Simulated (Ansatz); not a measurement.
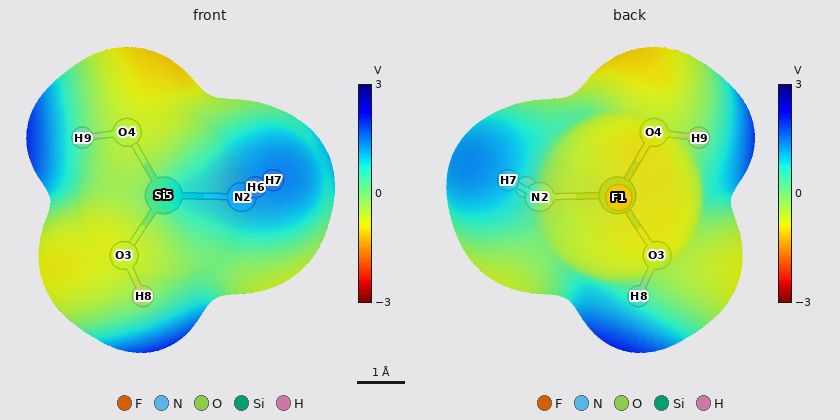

Figure 1: FH₄NO₂Si (SMILES N[Si](O)(O)F). The electrostatic potential painted on the density surface at 0.001 e/bohr³, seen from the front and from behind; the colour scale runs from red (negative) to blue (positive).

Geometry: B3LYP/6-31G*.

All numbers below come from Ansatz, isolated molecule in a Gaussian basis; Kohn-Sham density functional theory, functional PBE0.

```json
{"atom": "F", "x (Å)": "-0.9009", "y (Å)": "0.0344", "z (Å)": "1.5564"}
{"atom": "N", "x (Å)": "1.0022", "y (Å)": "-1.7745", "z (Å)": "1.5084"}
{"atom": "O", "x (Å)": "1.3550", "y (Å)": "0.7419", "z (Å)": "0.3216"}
{"atom": "O", "x (Å)": "-0.2677", "y (Å)": "-0.9486", "z (Å)": "-0.8514"}
{"atom": "Si", "x (Å)": "0.3015", "y (Å)": "-0.4923", "z (Å)": "0.6236"}
{"atom": "H", "x (Å)": "1.6606", "y (Å)": "-2.3948", "z (Å)": "1.0534"}
{"atom": "H", "x (Å)": "0.4229", "y (Å)": "-2.2780", "z (Å)": "2.1688"}
{"atom": "H", "x (Å)": "1.8469", "y (Å)": "1.0562", "z (Å)": "1.0933"}
{"atom": "H", "x (Å)": "-0.3131", "y (Å)": "-0.2376", "z (Å)": "-1.5068"}
```

Question: Which sites attract a positive test charge, and which a negative one?

Answer: A positive charge is drawn to the negative regions and a negative charge to the positive ones. The most negative region (about −1.1 V) lies over O4, the most positive (about +2.0 V) over H8 and H9. O4 is the likeliest acceptor of a hydrogen bond.

Question: How polar is the molecule by this calculation?

Answer: Its dipole moment is 1.57 D.
